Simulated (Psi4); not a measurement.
**O2F (SMILES [O]OF) at UMN15/def2-QZVPP (density fitting, sweep point 12)**

Aim: the energy change on altering one bond length of O2F at UMN15/def2-QZVPP (density fitting, sweep point 12), from 2 runs. 

The calculation is run with Psi4 1.11.

1 further run of the same task is left out (it didn't finish).

## (1) The system as given

O2F: 3 atoms, total charge 0, spin state doublet. As SMILES, `[O]OF`. The coordinates come from a GFN2-xTB relaxation.

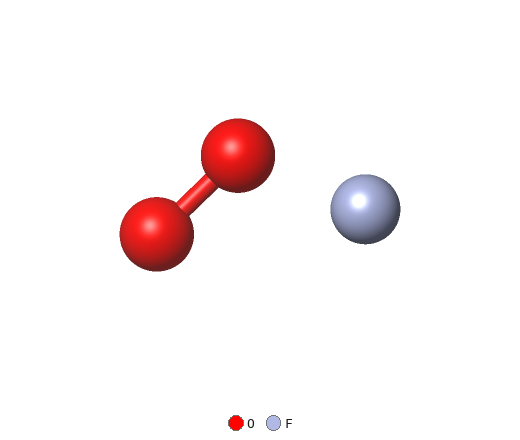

The structure, seen from a chosen angle (oxygen red, fluorine light blue).

## (2) The energy at UMN15/def2-QZVPP (density fitting, sweep point 12)

Input file input.dat:

```
memory 1600 MB

molecule mol {
  0 2
  O      0.949760    -0.292600     0.491570
  O      0.124690     0.486900     0.122000
  F     -1.074440    -0.194290    -0.613560
  symmetry c1
}

set reference uks
set puream true
set scf_type df
set dft_radial_points 99
set dft_spherical_points 590
set maxiter 150

e = energy("mn15/def2-QZVPP")
```

Run with:

```console
$ psi4 input.dat output.dat -n 1
```

output.dat:

```text
[...]
  Running in c1 symmetry.
[...]
  Nuclear repulsion =   69.253937683562086
[...]
  Multiplicity = 2
[...]
  Nalpha       = 13
  Nbeta        = 12
[...]
    Number of basis functions: 171
[...]
   @DF-UKS iter   1:  -249.96046663037225   -4.96358e-01   5.57279e-03 ADIIS/DIIS
[...]
   @DF-UKS iter  13:  -250.05502612535477   -1.71040e-07   6.54772e-07 DIIS
[...]
   @S^2 Observed:                7.797907182E-01
[...]
    Orbital Energies [Eh]
    ---------------------
    Alpha Occupied:
       1A    -24.365612     2A    -19.155292     3A    -19.070346
       4A     -1.415460     5A     -1.197920     6A     -0.904233
       7A     -0.677662     8A     -0.668068     9A     -0.653093
      10A     -0.478980    11A     -0.466108    12A     -0.425955
      13A     -0.385825
    Alpha Virtual:
      14A     -0.106791    15A      0.180484    16A      0.260543
      17A      0.268201    18A      0.322005    19A      0.328536
      20A      0.350113    21A      0.366306    22A      0.383024
      23A      0.434377    24A      0.455034    25A      0.491781
[...]
  @DF-UKS Final Energy:  -250.05502612535477
   => Energetics <=
    Nuclear Repulsion Energy =             69.2539376835620857
    One-Electron Energy =                -482.9463778652703354
    Two-Electron Energy =                 179.4413186471585675
    DFT Exchange-Correlation Energy =     -15.8039045908050753
    Empirical Dispersion Energy =           0.0000000000000000
    VV10 Nonlocal Energy =                  0.0000000000000000
    Total Energy =                       -250.0550261253547717
[...]
 Multipole Moments:
 ------------------------------------------------------------------------------------
     Multipole            Electronic (a.u.)      Nuclear  (a.u.)        Total (a.u.)
 ------------------------------------------------------------------------------------
 L = 1.  Multiply by 2.5417464519 to convert [e a0] to [Debye]
 Dipole X            :         -0.5584694            1.1049693            0.5464999
 Dipole Y            :          0.0417754            0.1743288            0.2161042
 Dipole Z            :          0.0000000            0.0000000            0.0000000
 Magnitude           :                                                    0.5876761
[...]
```

Wall time 41 s (1 thread of Intel Xeon Platinum 8488C (Sapphire Rapids), shared host); peak memory 1.1 GiB.

## (3) The distorted shape, same level

Input file input.dat:

```
memory 1600 MB

molecule geom {
  0 2
  O      1.362320    -0.682373     0.676366
  O      0.124690     0.486900     0.122000
  F     -1.074440    -0.194290    -0.613560
  symmetry c1
}

set reference uks
set puream true
set scf_type df
set dft_radial_points 99
set dft_spherical_points 590
set maxiter 150

result, w = energy('mn15/def2-QZVPP', return_wfn=True)
```

Run with:

```console
$ psi4 -n 1 input.dat output.dat
```

output.dat:

```text
[...]
  Running in c1 symmetry.
[...]
  Nuclear repulsion =   56.898057474478222
[...]
  Multiplicity = 2
[...]
  Nalpha       = 13
  Nbeta        = 12
[...]
    Number of basis functions: 171
[...]
   @DF-UKS iter   1:  -249.68461065958468   -9.34049e-01   6.38133e-03 DIIS/ADIIS
[...]
   @DF-UKS iter  22:  -249.93322690079904   -6.04932e-08   4.31559e-07 DIIS
[...]
   @S^2 Observed:                1.114647098E+00
[...]
    Orbital Energies [Eh]
    ---------------------
    Alpha Occupied:
       1A    -24.422169     2A    -19.096540     3A    -19.070009
       4A     -1.264545     5A     -1.100677     6A     -0.979578
       7A     -0.586718     8A     -0.552904     9A     -0.539587
      10A     -0.518187    11A     -0.482411    12A     -0.468474
      13A     -0.423154
    Alpha Virtual:
      14A     -0.163377    15A     -0.102539    16A      0.253569
      17A      0.273279    18A      0.278436    19A      0.332310
      20A      0.352756    21A      0.356834    22A      0.381658
      23A      0.435209    24A      0.442013    25A      0.477504
[...]
  @DF-UKS Final Energy:  -249.93322690079904
   => Energetics <=
    Nuclear Repulsion Energy =             56.8980574744782217
    One-Electron Energy =                -458.8392035197653058
    Two-Electron Energy =                 167.6872537532589149
    DFT Exchange-Correlation Energy =     -15.6793346087708461
    Empirical Dispersion Energy =           0.0000000000000000
    VV10 Nonlocal Energy =                  0.0000000000000000
    Total Energy =                       -249.9332269007990419
[...]
 Multipole Moments:
 ------------------------------------------------------------------------------------
     Multipole            Electronic (a.u.)      Nuclear  (a.u.)        Total (a.u.)
 ------------------------------------------------------------------------------------
 L = 1.  Multiply by 2.5417464519 to convert [e a0] to [Debye]
 Dipole X            :         -0.9184133            1.2390953            0.3206820
 Dipole Y            :         -0.0198691            0.0577548            0.0378857
 Dipole Z            :          0.0000000            0.0000000            0.0000000
 Magnitude           :                                                    0.3229122
[...]
```

Run time: 60 s. Hardware: 1 thread of Intel Xeon Platinum 8488C (Sapphire Rapids), shared host; peak memory 1 GiB.

## (4) Results

Level: UMN15/def2-QZVPP (density fitting, sweep point 12).

| quantity | value |
| --- | --- |
| first shape: total energy | -250.05503 Eh |
| first shape: dipole moment | 1.49 D |
| first shape: HOMO energy (highest over α and β) | -10.50 eV |
| first shape: LUMO energy (lowest over α and β) | -3.58 eV |
| first shape: ⟨S²⟩ | 0.780 |
| distorted shape: total energy | -249.93323 Eh |
| distorted shape: dipole moment | 0.82 D |
| distorted shape: HOMO energy (highest over α and β) | -11.41 eV |
| distorted shape: LUMO energy (lowest over α and β) | -4.45 eV |
| distorted shape: ⟨S²⟩ | 1.115 |
| energy change with the O1–O2 bond stretched from 1.194 to 1.791 Å | 3.314 eV |

In words: With the O1–O2 bond stretched from 1.194 to 1.791 Å the energy rises by 3.31 eV (320 kJ/mol). The first shape isn't relaxed at this level, so the change isn't measured from a minimum. ⟨S²⟩ (distorted shape) is 1.11 where a pure doublet has 0.75: the reference is spin-contaminated.
